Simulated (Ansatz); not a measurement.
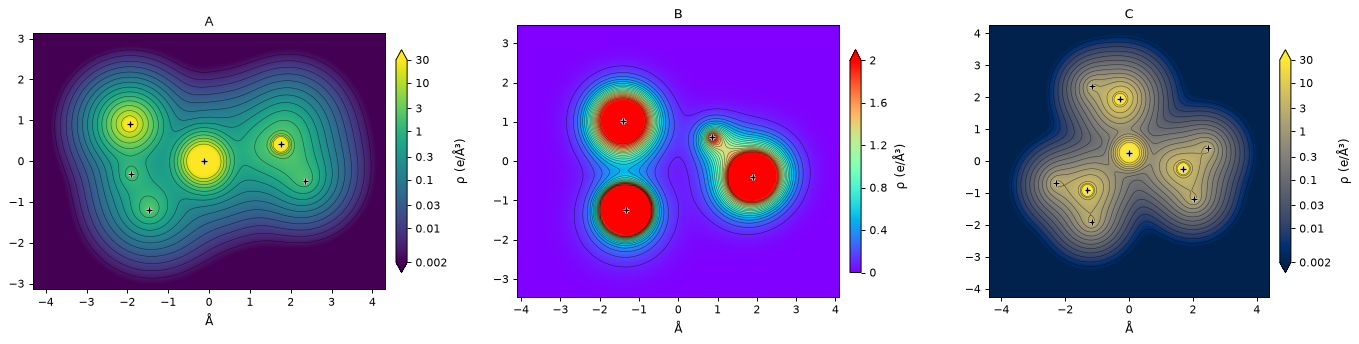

The total electron density of 3 systems, each on a plane through atoms (crosses mark nuclei in the plane).

Level of theory: Ansatz 0.2.0, RKS PBE0-D4/def2-TZVPP.

System 1: CH₅FZn, the plane of atoms H2, Zn1 and C3. A transition-state structure; geometry: PBE0-D4/def2-TZVP.

```yaml
atoms:
  - { symbol: Zn, position_ang: [0.2017, -0.2292, 0.3890] }
  - { symbol: H, position_ang: [0.6966, -0.5150, 2.0760] }
  - { symbol: C, position_ang: [-0.6632, 0.8530, -0.9595] }
  - { symbol: H, position_ang: [1.0381, -1.3076, 1.5891] }
  - { symbol: F, position_ang: [1.2127, -1.9821, 0.5937] }
  - { symbol: H, position_ang: [-1.2356, 1.6642, -0.5082] }
  - { symbol: H, position_ang: [0.0869, 1.2829, -1.6262] }
  - { symbol: H, position_ang: [-1.3373, 0.2337, -1.5540] }
```

System 2: AlH₅N₂O, the molecular plane. The reactant side of a reaction path; geometry: PBE0-D4/def2-TZVP.

```yaml
atoms:
  - { symbol: Al, position_ang: [-0.0557, 0.1647, -0.2031] }
  - { symbol: N, position_ang: [1.4296, 0.8002, 0.5022] }
  - { symbol: N, position_ang: [-0.8424, -1.2757, 0.4552] }
  - { symbol: H, position_ang: [-0.5079, -1.8039, 1.2437] }
  - { symbol: O, position_ang: [-0.6825, 1.0061, -1.5378] }
  - { symbol: H, position_ang: [1.9212, 0.4147, 1.2897] }
  - { symbol: H, position_ang: [1.9040, 1.6171, 0.1560] }
  - { symbol: H, position_ang: [-1.6877, -1.6884, 0.0990] }
  - { symbol: H, position_ang: [-1.4784, 0.7652, -2.0048] }
```

System 3: ClGa···HBr, the molecular plane. The product side of a reaction path; geometry: PBE0-D4/def2-TZVP.

```yaml
atoms:
  - { symbol: Ga, position_ang: [1.7434, 0.5218, -0.1820] }
  - { symbol: Br, position_ang: [-1.1437, -0.5792, -1.4434] }
  - { symbol: H, position_ang: [-1.0133, -0.3241, -0.0316] }
  - { symbol: Cl, position_ang: [0.4137, 0.3814, 1.6569] }
```

Q: Match each panel to its system.

A: Panel A is system 1, CH₅FZn: the plane holds Zn, H, C and F. C–Zn (1.93 Å): ρ is about 0.78 e/Å³ halfway. Panel B is system 3, ClGa···HBr: the plane holds Ga, Br, H and Cl. Cl4···H3 (2.32 Å): the density falls to about 0.15 e/Å³ on the way. Panel C is system 2, AlH₅N₂O: the plane holds Al, N, H and O. Al–O (1.70 Å): ρ is about 0.91 e/Å³ halfway.
